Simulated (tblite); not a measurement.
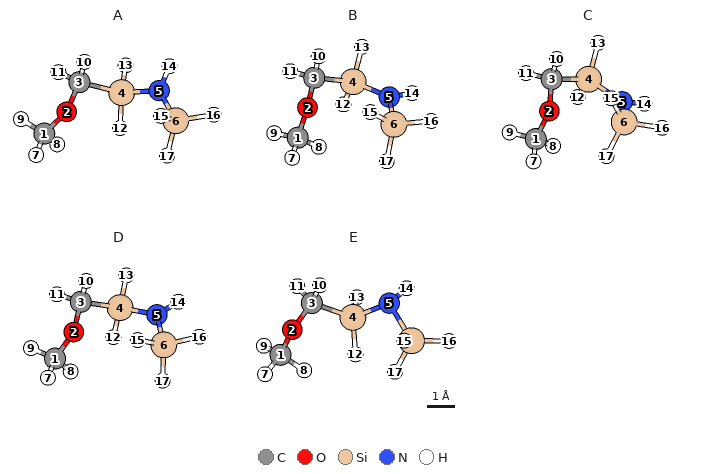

5 geometries from one relaxation of C₂H₁₁NOSi₂, in shuffled order. A ball-and-stick model, seen at a tilt.

All numbers below come from tblite 0.8.0, GFN2-xTB geometry optimisation, gas phase. 

Order the frames from highest to lowest energy.

Answer. E, A, D, B, C. They are steps 0, 69, 134, 176, 227, at +0.937 eV, +0.150 eV, +0.093 eV, +0.054 eV relative to the last. After 227 geometry steps the energy has fallen by 0.937 eV. The largest move after the best rigid fit is that of H12, 2.00 Å. Largest moves by element: H 2.00 Å, N 1.06 Å, Si 0.87 Å, O 0.86 Å, C 0.86 Å. Some distances before and after: Si4–N5 1.802 → 1.719 Å, C3–Si4 1.844 → 1.908 Å, N5–Si6 1.809 → 1.750 Å, C3–H10 1.138 → 1.091 Å. Among the angles between lasting bonds that change: Si4–N5–Si6 110.4° → 130.9°, N5–Si6–H16 112.4° → 102.6°, N5–Si4–H13 104.6° → 112.4°. Groups turn about C3–Si4 by about 70°.
